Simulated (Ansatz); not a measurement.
# Al2Au (Fm-3m): the Drude term of Re ε in the infrared

Re ε of Al2Au (Fm-3m) at low photon energies is read from one computed spectrum; the carriers' damping was typed as γ = 0.05 eV.

The structure is cubic, space group Fm-3m (No. 225). The conventional cell has a = 6.000 Å, b = 6.000 Å, c = 6.000 Å, α = 90.00°, β = 90.00°, γ = 90.00°. Au on site a has 8 Al at 2.60 Å as nearest neighbours. Al on site c has 4 Au at 2.60 Å as nearest neighbours.

Method: Ansatz 0.2.0, PBE, independent particles, k-mesh 10×10×10 with interpolation inside its cells, Gaussian parameter 0.1 eV.

Launch of the response step: `ansatz run input.yaml --threads 4 --pin off --max-ram 8192MiB --backend cpu --events-out ev --progress --plain --runs-dir out`. The run took 16 s, on 4 threads of Intel(R) Xeon(R) Platinum 8488C (Sapphire Rapids) (shared host).

| photon energy E (eV) | wavelength (µm) | Re ε |
| --- | --- | --- |
| 0.25 | 4.96 | -862.8 |
| 0.30 | 4.13 | -607.2 |
| 0.35 | 3.54 | ? |
| 0.40 | 3.10 | -353.7 |
| 0.50 | 2.48 | -239.9 |
| 0.60 | 2.07 | -169.7 |
| 0.70 | 1.77 | -123.1 |

A Drude term over a constant background gives Re ε = ε_b − ωp²/(E² + γ²), linear in 1/(E² + γ²).

Working, on the rows shown:

| x = 1/(E² + γ²) (eV⁻²) | y = Re ε |
| --- | --- |
| 15.3846 | -862.8 |
| 10.8108 | -607.2 |
| 6.15385 | -353.7 |
| 3.9604 | -239.9 |
| 2.75862 | -169.7 |
| 2.03046 | -123.1 |

Means: x̄ = 6.8498, ȳ = -392.73. Σ(x − x̄)(y − ȳ) = -7542, Σ(x − x̄)² = 137.3. Slope = -7542 / 137.3 = -54.92; intercept = ȳ − slope · x̄ = -16.543. The line misses the rows shown by at most 5.9.

Problem. Fill in the last column of the withheld row.

Solution. At x = 8 the line gives y = -455.9. The run gave -452.0, so the interpolation is off by 3.9, 0.5 % of the range in the table.

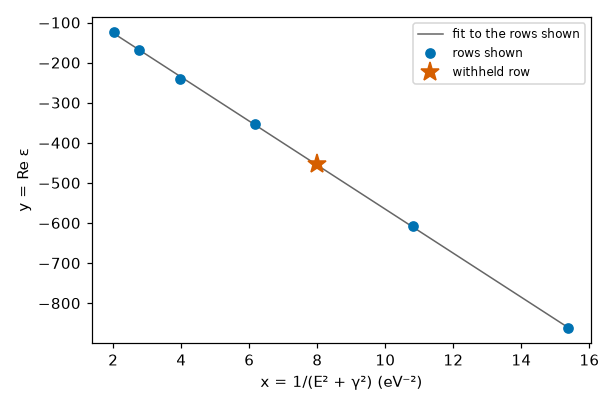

Refitted with all rows, the slope is -54.89 and the intercept -16.181. These give ωp = √(−slope) = 7.41 eV, against 7.63 eV from the program's Fermi-surface sum, and an intercept of -16.2. Taking the program's Drude term off the rows leaves 34 at the lowest energy and -5 at the highest, so the background isn't constant: interband transitions lie in or near the window, and neither fitted number can be trusted. The values come from a sum over the points of one k-mesh and carry its error, which is largest for Fermi-surface quantities. Spin-orbit coupling is left out.
